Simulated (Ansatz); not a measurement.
| atom | x (Å) | y (Å) | z (Å) |
| --- | --- | --- | --- |
| O | -0.9127 | 1.6639 | -0.8603 |
| Ge | 0.0781 | 0.9240 | 0.3522 |
| O | 1.1928 | -0.1896 | -0.4944 |
| Si | 0.2732 | -1.3616 | 0.1894 |
| H | -1.7267 | 1.0847 | -0.9940 |
| H | 0.9119 | 1.8621 | 1.2834 |
| H | 0.8814 | -2.0658 | 1.3143 |
| H | -0.6060 | -1.9749 | -0.8464 |

The fields and orbitals are those of the mean-field reference, not of the correlated method.

The calculation used CCSD, Gaussian basis (Ansatz).

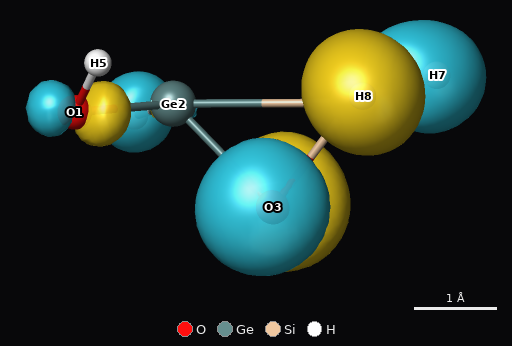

GeH4O2Si (SMILES [OH][GeH]1[O][SiH2]1). The HOMO−1 at ±0.15 Å⁻³ᐟ² (yellow and cyan are the two phases), seen from one side.

Describe this orbital and give its energy.

Its weight (Hirshfeld) is mainly on O3 (about 50 %), Si4 (about 15 %), H8 (about 10 %), H7 (about 10 %) and Ge2 (about 5 %). Its energy is −12.46 eV.
